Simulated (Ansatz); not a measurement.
**FH4PSi: composite energy at a relaxed geometry, by script**

A script is to give a composite energy at a relaxed geometry; the system is FH4PSi. SMILES: F[SiH2]P.

Program: Ansatz 0.2.0, driven from Python. The levels of theory stand in the script. These are calculated values, not measurements.

## Step 1: The structure

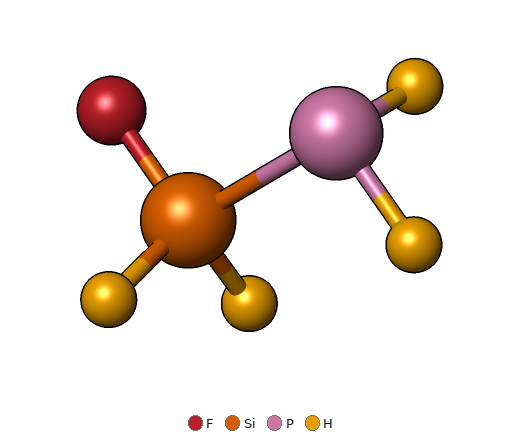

The starting structure, viewed from a chosen angle; fluorine red, silicon orange, phosphorus pink, hydrogen amber.

No structure file is read: the coordinates are typed or built in the script.

## Step 2: The code

File fh4psi_composite.py:

```python
import itertools

import ansatz as az
from ase import Atoms
from ase.data import atomic_numbers, covalent_radii
import numpy as np


def main() -> None:
    atoms = Atoms(["F", "Si", "P", "H", "H", "H", "H"], positions=[
        (-2.0339, -0.0289, 0.2642),
        (-0.6698, -0.2229, -0.4582),
        (0.8804, -0.2486, 1.0792),
        (-0.6013, -1.5008, -1.1908),
        (-0.3873, 0.891, -1.4099),
        (0.8313, 1.1322, 1.4435),
        (2.0419, -0.09, 0.2264),
    ])
    system = az.Crystal.molecule_from_ase(atoms)

    model = (
        system.calculation()
        .basis(gaussian="def2-SVP")
        .functional("pbe0", dispersion="d4")
    )
    symbols = [site.symbol for site in system.cartesian_sites]
    start = np.array([site.position_ang for site in system.cartesian_sites], dtype=float)
    rep = model.relax(force_tolerance=0.01, max_steps=100).run(threads=1, pin="off").report
    end = np.array(rep["positions_ang"])
    radius = [covalent_radii[atomic_numbers[s]] for s in symbols]
    span = lambda where, i, j: np.linalg.norm(where[i] - where[j])
    bonded = [(i, j) for i, j in itertools.combinations(range(len(symbols)), 2) if min(span(start, i, j), span(end, i, j)) < 1.2 * (radius[i] + radius[j])]
    print("pair        before    after (A)")
    for i, j in bonded:
        print(f"{symbols[i]}{i}-{symbols[j]}{j}".ljust(10), f"{span(start, i, j):8.4f} {span(end, i, j):8.4f}")

    minimum = az.Crystal.molecule()
    for symbol, place in zip(symbols, end):
        minimum = minimum.atom(symbol, place.tolist())
    at_minimum = minimum.calculation()
    level = lambda method, basis: at_minimum.basis(gaussian=basis).correlation(method).run(threads=1, pin="off").report
    small, large, cluster = level("mp2", "cc-pVDZ"), level("mp2", "cc-pVTZ"), level("ccsd_t", "cc-pVDZ")
    corr = lambda each: (each["free_energy_ev"] - each["reference_energy_ev"]) / 27.211386246
    mp2_limit = (27 * corr(large) - 8 * corr(small)) / 19
    pieces = {"HF / cc-pVTZ": large["reference_energy_ev"] / 27.211386246, "MP2 correlation, DZ-TZ limit": mp2_limit, "CCSD(T) - MP2 / cc-pVDZ": corr(cluster) - corr(small)}
    for name, value in pieces.items():
        print(f"{name:32s} {value:14.6f} Ha")
    print(f"{'sum':32s} {sum(pieces.values()):14.6f} Ha")
    print("T1 diagnostic", round(cluster["correlation"]["coupled_cluster"]["t1_diagnostic"], 4))


if __name__ == "__main__":
    main()
```

## Step 3: What the engine is handed

The package turns the script's settings into the engine's input (first run):

```yaml
crystal:
  periodic: [false, false, false]
  atoms:
    - { symbol: F, position_ang: [-2.0339, -0.0289, 0.2642] }
    - { symbol: Si, position_ang: [-0.6698, -0.2229, -0.4582] }
    - { symbol: P, position_ang: [0.8804, -0.2486, 1.0792] }
    - { symbol: H, position_ang: [-0.6013, -1.5008, -1.1908] }
    - { symbol: H, position_ang: [-0.3873, 0.891, -1.4099] }
    - { symbol: H, position_ang: [0.8313, 1.1322, 1.4435] }
    - { symbol: H, position_ang: [2.0419, -0.09, 0.2264] }
basis:
  gaussian:
    orbitals: def2-SVP
hamiltonian:
  xc: pbe0
  dispersion: d4
relax:
  f_tol: 0.01
  max_steps: 100
```

## Step 4: The run

Started as:

```sh
$ python fh4psi_composite.py
```

The log of the run:

```text
pair        before    after (A)
F0-Si1       1.5557   1.6271
Si1-P2       2.1834   2.2539
Si1-H3       1.4746   1.4909
Si1-H4       1.4921   1.4908
P2-H5        1.4289   1.4293
P2-H6        1.4497   1.4319
HF / cc-pVTZ                        -731.567812 Ha
MP2 correlation, DZ-TZ limit          -0.586665 Ha
CCSD(T) - MP2 / cc-pVDZ               -0.051271 Ha
sum                                 -732.205748 Ha
T1 diagnostic 0.0124
```

It took 48 s on 1 thread of AMD EPYC 7R43 (Zen 3), shared host; peak memory 0.32 GiB.

Lines on the test bed's own set-up are left out of the output.

## Step 5: How the relaxation of run 0 went

Step by step:

| step | energy from step 1 (eV) | largest force component (eV/Å) |
| --- | --- | --- |
| 1 | 0.0000 | 2.5036 |
| 2 | -0.1380 | 1.5006 |
| 3 | -0.2040 | 0.4102 |
| 4 | -0.2112 | 0.0541 |
| 5 | -0.2126 | 0.0164 |
| 6 | -0.2133 | 0.0412 |
| 7 | -0.2138 | 0.0150 |
| 8 | -0.2139 | 0.0157 |
| 9 | -0.2139 | 0.0091 |

Step 1 is the start.

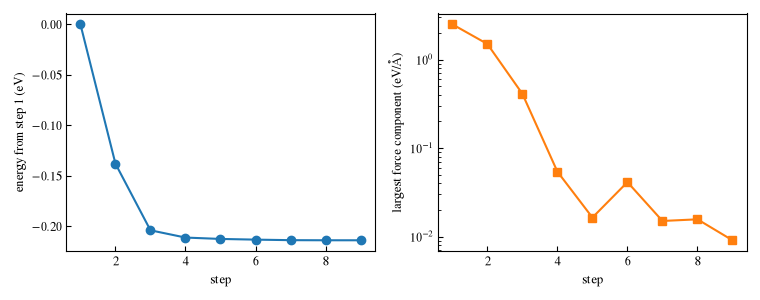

Energy and largest force along the relaxation.

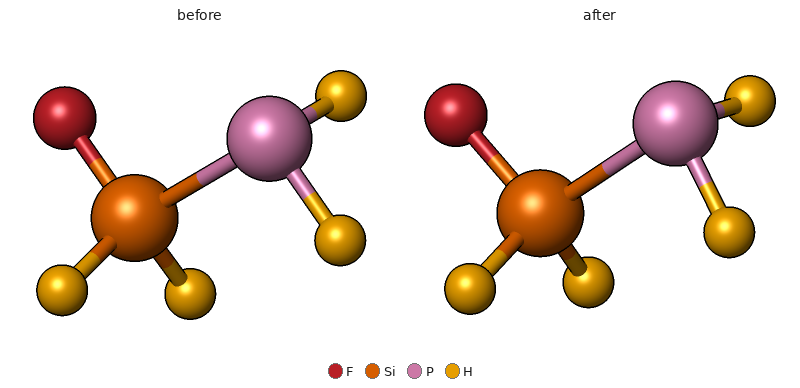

The structure before (left) and after (right) the relaxation, drawn at the same scale.

Before: Bond lengths: F1–Si2 1.556 Å, Si2–P3 2.183 Å, Si2–H4 1.475 Å, Si2–H5 1.492 Å, P3–H6 1.429 Å, P3–H7 1.450 Å. Angles: F1–Si2–P3 107.3°, F1–Si2–H4 112.3°, F1–Si2–H5 111.7°, P3–Si2–H4 107.9°, P3–Si2–H5 108.9°, H4–Si2–H5 108.7°, Si2–P3–H6 98.3°, Si2–P3–H7 98.8°, H6–P3–H7 94.1°.

After: Bond lengths: F1–Si2 1.627 Å, Si2–P3 2.254 Å, Si2–H4 1.491 Å, Si2–H5 1.491 Å, P3–H6 1.429 Å, P3–H7 1.432 Å. Angles: F1–Si2–P3 108.4°, F1–Si2–H4 108.6°, F1–Si2–H5 107.3°, P3–Si2–H4 108.3°, P3–Si2–H5 114.1°, H4–Si2–H5 110.1°, Si2–P3–H6 93.9°, Si2–P3–H7 90.7°, H6–P3–H7 93.5°.

Run 0 is this relaxation; the runs after it count from 1.

## Step 6: Run by run

From the records of these 3 runs:

```
run    basis  method  energy (eV)  iterations in all  CPU time (s)
  1  cc-pVDZ     mp2  -19916.0941                 14           1.4
  2  cc-pVTZ     mp2  -19921.5219                 16           6.1
  3  cc-pVDZ  ccsd_t  -19917.4892                 20           3.9
```

## Step 7: Results

| quantity | value |
| --- | --- |
| T1 diagnostic | 0.0124 |
| composite energy | -732.205748 Ha |
| runs compared | 3 |

**Reading.** In CPU time, run 2 cost about 4.2 times as much as run 1. A T1 diagnostic under about 0.02 supports a single-reference treatment, as here. Run 0: The relaxation took 8 moves; the largest shift is 0.167 Å, of atom 7 (H). The sum leaves out core correlation, relativity, the Hartree-Fock basis error and zero-point energy; a DZ-TZ extrapolation is rough. Inner cores stay frozen, so this is valence correlation. For Al to Cl the sets with a tight d function, cc-pV(X+d)Z, are usual.
